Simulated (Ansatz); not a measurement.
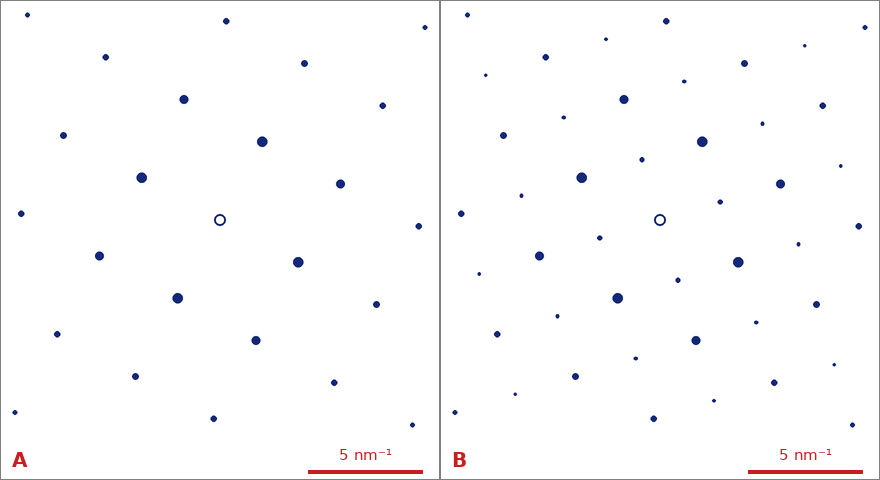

Two kinematic electron diffraction simulations (300 kV, B = 0.5 Å²) along [001] of YV, space group Pm-3m (No. 221), a = 3.61 Å. In one, V and Y are ordered as in the structure; in the other they share their sites at random (average scattering factor, positions unchanged, diffuse scattering left out). Structure: the geometry relaxed with DFT PBE, scalar-relativistic, plane waves, PAW in Ansatz 0.2.0; the starting structure was generated, so it need not be a known form of this composition.

> Which pattern belongs to the ordered crystal, and which reflections tell?

B is ordered. It has superlattice reflections such as 0 1 0, 1 0 0, 1 -2 0, 1 2 0 (d = 3.61 Å for the first), whose structure factor is proportional to f(V) − f(Y); they vanish when the two elements are mixed, because the mixed crystal has a smaller primitive cell, and only the fundamental reflections remain.
